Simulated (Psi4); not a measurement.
# One shape, several levels: [GeH3]− (SMILES [H][Ge-]([H])[H])

Aim: a comparison of 3 runs (HF/3-21G, HF/def2-SVP, PBE0/def2-TZVP) of [GeH3]−. 

Program for the calculation: Psi4 1.11.

4 further runs of the same task are left out: 3 that didn't finish, 1 set aside as unsound or not needed.

**1. The structure to begin with**

The species is [GeH3]− (4 atoms), meant as a singlet with charge -1. SMILES: `[H][Ge-]([H])[H]`. Geometry: a GFN2-xTB relaxation, a rough one for these elements and not checked as a minimum.

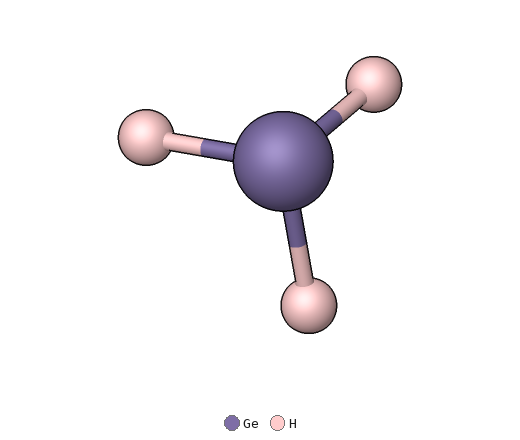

The structure, seen from a chosen angle (germanium purple, hydrogen pink).

**2. Energy and gradient at HF/3-21G (run 1)**

Contents of geh3.xyz:

```xyz
4
GeH3
Ge    -0.007520     0.005800     0.768010
H      1.421950    -0.031460    -0.244430
H     -0.677460     1.249470    -0.271720
H     -0.736970    -1.223820    -0.251850
```

Contents of run_ase.py:

```python
import numpy as np
from ase.calculators.psi4 import Psi4
from ase.io import read

mol = read('geh3.xyz')
calc = Psi4(atoms=mol, method='hf', basis='3-21G', memory='1600MB', num_threads=1, charge=-1, multiplicity=1, label='psi4-calc', reference='rhf')
calc.psi4.set_options({'puream': True, 'e_convergence': 1e-09, 'd_convergence': 1e-08, 'scf_type': 'pk'})
mol.calc = calc

forces = mol.get_forces()
print(f'energy: {mol.get_potential_energy():.6f} eV')
print('forces / eV A^-1')
print(np.round(forces, 5))
```

Launch:

```bash
python run_ase.py
```

psi4-calc.dat:

```text
[...]
  Running in c1 symmetry.
[...]
  Nuclear repulsion =   29.605011999962702
[...]
  Multiplicity = 1
[...]
  Nalpha       = 18
  Nbeta        = 18
[...]
    Number of basis functions: 28
[...]
   @RHF iter   1: -2066.20794318965318   -3.92815e+00   3.35014e-02 ADIIS/DIIS
[...]
   @RHF iter   9: -2067.01285565342323   -3.18323e-12   6.23611e-09 DIIS
[...]
    Orbital Energies [Eh]
    ---------------------
    Doubly Occupied:
       1A   -402.411560     2A    -51.637720     3A    -45.648732
       4A    -45.648731     5A    -45.648226     6A     -6.868166
       7A     -4.821864     8A     -4.821859     9A     -4.818193
      10A     -1.270589    11A     -1.270585    12A     -1.266696
      13A     -1.266691    14A     -1.264924    15A     -0.421106
      16A     -0.174946    17A     -0.174368    18A     -0.079946
[...]
  @RHF Final Energy: -2067.01285565342323
   => Energetics <=
    Nuclear Repulsion Energy =             29.6050119999627022
    One-Electron Energy =               -2954.2059338968433622
    Two-Electron Energy =                 857.5880662434574333
    Total Energy =                      -2067.0128556534232303
[...]
 Multipole Moments:
 ------------------------------------------------------------------------------------
     Multipole            Electronic (a.u.)      Nuclear  (a.u.)        Total (a.u.)
 ------------------------------------------------------------------------------------
 L = 1.  Multiply by 2.5417464519 to convert [e a0] to [Debye]
 Dipole X            :         -0.0351163            0.0307843           -0.0043319
 Dipole Y            :          0.0296915           -0.0237535            0.0059381
 Dipole Z            :          3.7626233           -3.1439633            0.6186599
 Magnitude           :                                                    0.6187036
[...]
  -Total Gradient:
     Atom            X                  Y                   Z
    ------   -----------------  -----------------  -----------------
       1       -0.000455899429     0.000417167989     0.049369084114
       2        0.014229930228    -0.000272074861    -0.016330213097
       3       -0.006442562023     0.012693278509    -0.016602380370
       4       -0.007331468776    -0.012838371637    -0.016436490644
[...]
```

The script printed:

```text
energy: -56246.284733 eV
forces / eV A^-1
[[ 0.02344 -0.02145 -2.53866]
 [-0.73173  0.01399  0.83973]
 [ 0.33129 -0.65271  0.85373]
 [ 0.377    0.66018  0.8452 ]]
```

It took 2.8 s on 1 thread of Intel Xeon Platinum 8488C (Sapphire Rapids), shared host; peak memory 0.23 GiB.

**3. Energy and gradient at HF/def2-SVP (run 2)**

geh3.xyz is that of step 2.

Contents of calc.py:

```python
import psi4

psi4.set_memory(1600000000)
psi4.set_num_threads(1)
psi4.set_output_file('output.dat', False)

with open('geh3.xyz') as f:
    atoms = ''.join(f.readlines()[2:])
molecule = psi4.geometry('-1 1\n' + atoms + 'symmetry c1')

psi4.set_options({
    'basis': 'def2-SVP',
    'reference': 'rhf',
    'puream': True,
    'e_convergence': 1e-09,
    'd_convergence': 1e-08,
    'scf_type': 'pk',
})

e, wfn = psi4.gradient('hf', return_wfn=True)
print('gradient / Eh bohr^-1')
print(e.np.round(6))
print(f'energy = {wfn.energy():.10f} Eh')
for k, v in sorted(psi4.core.scalar_variables().items()):
    print(f'{k:45s} {v:18.10f}')
```

Launch:

```bash
python calc.py
```

output.dat:

```text
[...]
  Running in c1 symmetry.
[...]
  Nuclear repulsion =   29.605011999962702
[...]
  Multiplicity = 1
[...]
  Nalpha       = 18
  Nbeta        = 18
[...]
    Number of basis functions: 47
[...]
   @RHF iter   1: -2075.32131616162678   -3.12195e+00   4.64065e-02 DIIS/ADIIS
[...]
   @RHF iter  11: -2076.79980945134412   -9.09495e-13   8.41155e-10 DIIS
[...]
    Orbital Energies [Eh]
    ---------------------
    Doubly Occupied:
       1A   -404.946498     2A    -51.872523     3A    -45.973227
       4A    -45.973226     5A    -45.972560     6A     -6.926868
       7A     -4.903756     8A     -4.903751     9A     -4.900330
      10A     -1.377136    11A     -1.377134    12A     -1.373415
      13A     -1.373396    14A     -1.370953    15A     -0.424406
      16A     -0.178638    17A     -0.178058    18A     -0.087222
[...]
  @RHF Final Energy: -2076.79980945134412
   => Energetics <=
    Nuclear Repulsion Energy =             29.6050119999627022
    One-Electron Energy =               -2964.5834490253087097
    Two-Electron Energy =                 858.1786275740017800
    Total Energy =                      -2076.7998094513441174
[...]
 Multipole Moments:
 ------------------------------------------------------------------------------------
     Multipole            Electronic (a.u.)      Nuclear  (a.u.)        Total (a.u.)
 ------------------------------------------------------------------------------------
 L = 1.  Multiply by 2.5417464519 to convert [e a0] to [Debye]
 Dipole X            :         -0.0359438            0.0307843           -0.0051594
 Dipole Y            :          0.0311335           -0.0237535            0.0073800
 Dipole Z            :          3.9085482           -3.1439633            0.7645849
 Magnitude           :                                                    0.7646379
[...]
  -Total Gradient:
     Atom            X                  Y                   Z
    ------   -----------------  -----------------  -----------------
       1       -0.000549468072     0.000437773077     0.054967609166
       2        0.017493046352    -0.000345924153    -0.018188424742
       3       -0.007959071274     0.015539731837    -0.018504500106
       4       -0.008984507007    -0.015631580761    -0.018274684318
[...]
```

On the terminal:

```text
gradient / Eh bohr^-1
[[-0.000549  0.000438  0.054968]
 [ 0.017493 -0.000346 -0.018188]
 [-0.007959  0.01554  -0.018505]
 [-0.008985 -0.015632 -0.018275]]
energy = -2076.7998094513 Eh
CURRENT ENERGY                                  -2076.7998094513
CURRENT REFERENCE ENERGY                        -2076.7998094513
DD SOLVATION ENERGY                                 0.0000000000
HF KINETIC ENERGY                                2076.4367871206
HF POTENTIAL ENERGY                             -4153.2365965720
HF TOTAL ENERGY                                 -2076.7998094513
HF VIRIAL RATIO                                     2.0001748295
NUCLEAR REPULSION ENERGY                           29.6050120000
ONE-ELECTRON ENERGY                             -2964.5834490253
PCM POLARIZATION ENERGY                             0.0000000000
PE ENERGY                                           0.0000000000
SCF ITERATION ENERGY                            -2076.7998094513
SCF ITERATIONS                                     11.0000000000
SCF TOTAL ENERGY                                -2076.7998094513
TWO-ELECTRON ENERGY                               858.1786275740
```

Run time: 3.9 s. Hardware: 1 thread of Intel Xeon Platinum 8488C (Sapphire Rapids), shared host; peak memory 0.21 GiB.

**4. Energy and gradient at PBE0/def2-TZVP (run 3)**

Contents of calc.py:

```python
import psi4

psi4.set_memory(1600000000)
psi4.set_num_threads(1)
psi4.set_output_file('geh3.out', False)

molecule = psi4.geometry("""
-1 1
Ge    -0.01421074     0.01096041     1.45132856
H      2.68709606    -0.05945078    -0.46190576
H     -1.28021386     2.36115610    -0.51347638
H     -1.39267146    -2.31268463    -0.47592752
units bohr
symmetry c1
""")

psi4.set_options({
    'basis': 'def2-TZVP',
    'puream': True,
    'e_convergence': 1e-09,
    'd_convergence': 1e-08,
    'scf_type': 'pk',
    'dft_radial_points': 99,
    'dft_spherical_points': 590,
})

result, w = psi4.gradient("pbe0", return_wfn=True)
psi4.oeprop(w, "WIBERG_LOWDIN_INDICES", "MAYER_INDICES", "LOWDIN_CHARGES")
print('gradient / Eh bohr^-1')
print(result.np.round(6))
print(f'energy = {w.energy():.10f} Eh')
```

Launch:

```bash
python calc.py
```

geh3.out:

```text
[...]
  Running in c1 symmetry.
[...]
  Nuclear repulsion =   29.605012028104341
[...]
  Multiplicity = 1
[...]
  Nalpha       = 18
  Nbeta        = 18
[...]
    Number of basis functions: 66
[...]
   @RKS iter   1: -2076.42162144289205   -1.54793e+00   4.95286e-02 ADIIS/DIIS
[...]
   @RKS iter  11: -2078.51851321941876   -1.09139e-11   8.82772e-09 DIIS
[...]
    Orbital Energies [Eh]
    ---------------------
    Doubly Occupied:
       1A   -398.840619     2A    -49.656801     3A    -44.137740
       4A    -44.137736     5A    -44.136721     6A     -6.022736
       7A     -4.177808     8A     -4.177804     9A     -4.174252
      10A     -0.973206    11A     -0.973206    12A     -0.970384
      13A     -0.970374    14A     -0.968660    15A     -0.280941
      16A     -0.077233    17A     -0.076714    18A     -0.010284
[...]
  @RKS Final Energy: -2078.51851321941876
   => Energetics <=
    Nuclear Repulsion Energy =             29.6050120281043405
    One-Electron Energy =               -2964.5263306540828125
    Two-Electron Energy =                 916.7489015494172691
    DFT Exchange-Correlation Energy =     -60.3460961428573626
    Empirical Dispersion Energy =           0.0000000000000000
    VV10 Nonlocal Energy =                  0.0000000000000000
    Total Energy =                      -2078.5185132194187645
[...]
 Multipole Moments:
 ------------------------------------------------------------------------------------
     Multipole            Electronic (a.u.)      Nuclear  (a.u.)        Total (a.u.)
 ------------------------------------------------------------------------------------
 L = 1.  Multiply by 2.5417464519 to convert [e a0] to [Debye]
 Dipole X            :         -0.0364374            0.0307843           -0.0056530
 Dipole Y            :          0.0315984           -0.0237535            0.0078450
 Dipole Z            :          3.9726621           -3.1439633            0.8286988
 Magnitude           :                                                    0.8287552
[...]
  -Total Gradient:
     Atom            X                  Y                   Z
    ------   -----------------  -----------------  -----------------
       1       -0.000393058142     0.000362904590     0.042717922560
       2        0.016868256073    -0.000336005868    -0.014091888177
       3       -0.007762132105     0.014983632830    -0.014415653226
       4       -0.008712801863    -0.015009991139    -0.014210096663
[...]
```

The script printed:

```text
gradient / Eh bohr^-1
[[-0.000393  0.000363  0.042718]
 [ 0.016868 -0.000336 -0.014092]
 [-0.007762  0.014984 -0.014416]
 [-0.008713 -0.01501  -0.01421 ]]
energy = -2078.5185132194 Eh
```

It took 14 s on 1 thread of Intel Xeon Platinum 8488C (Sapphire Rapids), shared host; peak memory 0.67 GiB.

**5. All runs side by side**

```tsv
run	level	integration grid	properties	energy (Eh)	HOMO energy (eV)	LUMO energy (eV)	HOMO–LUMO gap (eV)	wall time
1	HF/3-21G	–	–	-2067.012856	-2.18	9.65	11.82	2.8 s
2	HF/def2-SVP	–	–	-2076.799809	-2.37	9.35	11.72	3.9 s
3	PBE0/def2-TZVP	99 radial × 590 angular	(wiberg, mayer, lowdin)	-2078.518513	-0.28	6.22	6.50	14 s
```

**6. Results**

| quantity | value |
| --- | --- |
| run 3: total energy | -2078.51851 Eh |
| run 3: HOMO energy | -0.28 eV |
| run 3: LUMO energy | 6.22 eV |
| run 3: HOMO–LUMO gap (to an unbound level, set by the basis) | 6.50 eV |
| run 3: largest force on an atom | 2.197 eV/Å |

In words: The HOMO–LUMO gap runs from 6.50 eV (PBE0/def2-TZVP) to 11.82 eV (HF/3-21G). The two ends differ in method and basis. The empty levels of an anion lie above zero and hang on the basis. All runs together took 20 s, the longest 14 s.
